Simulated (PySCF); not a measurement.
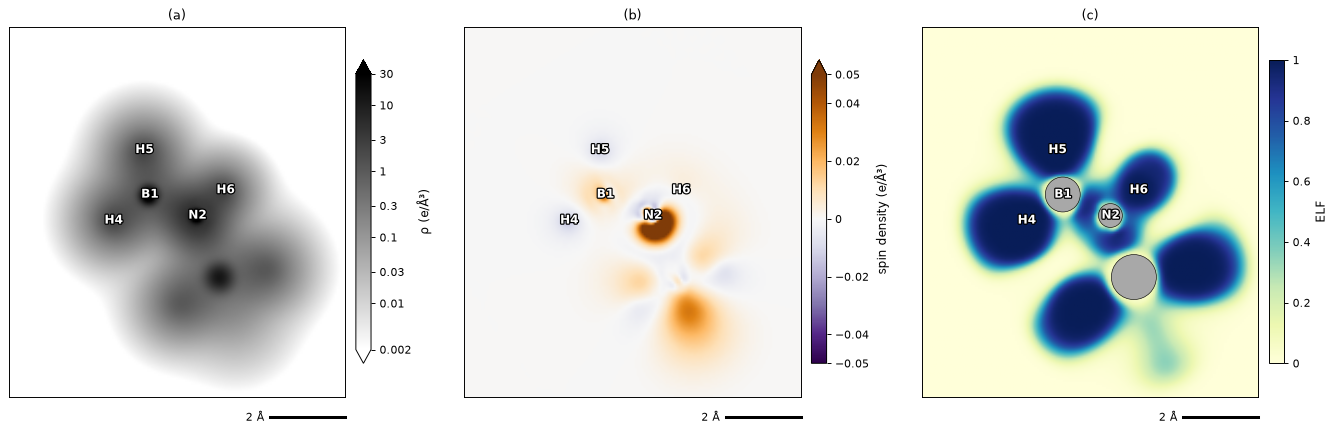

Figure 1: BH₆NSi (SMILES [BH2-]N[SiH3]) (charge −1, doublet). (a) electron density; (b) spin density; (c) electron localisation function on the plane of atoms N2, B1 and H5. Grey discs cover the atomic cores in the ELF map.

Geometry: GFN2-xTB.

Level of theory: UKS B3LYP, pcH-1 on B H N Si, non-relativistic, mean-field spin-orbit, GIAO (PySCF 2.14.0, density-fitted response routines).

The calculation's input:

```
{"job": {"kind": "epr", "basis": "pcH-1"}, "charge": -1, "multiplicity": 2}
B      1.614204    -0.216526    -0.242820
N      0.460485     0.309432     0.334714
Si    -1.288695    -0.079051     0.177639
H      1.544261    -0.926607    -1.195252
H      2.695530     0.013886     0.229356
H      0.630130     0.852563     1.175210
H     -2.613834    -0.871073     0.442537
H     -1.271701    -0.285850    -1.293006
H     -1.756817     1.209219     0.773681
```

Launched as:

```sh
OMP_NUM_THREADS=1 python probes_run.py task.json out
```

Interpret the plot.

Atoms in the plane: B, N and H.
B–N (1.39 Å): ρ is about 2 e/Å³ halfway; the ELF peaks at about 0.90 between the atoms: a polar covalent bond.
N–H (1.01 Å): ρ at the midpoint is about 2.7 e/Å³; the ELF climbs to about 1 towards the hydrogen, as it does in any bond to H (an ordinary covalent bond to hydrogen).
B–H (1.19 Å): the density is about 1.2 e/Å³ at the midpoint; the ELF climbs to about 1 towards the hydrogen; a covalent bond by its length.
The unpaired spin (1 electron) lies mostly on Si3 (about 0.6), B1 (about 0.2) and H7 (about 0.1), in electrons by Hirshfeld's partition.
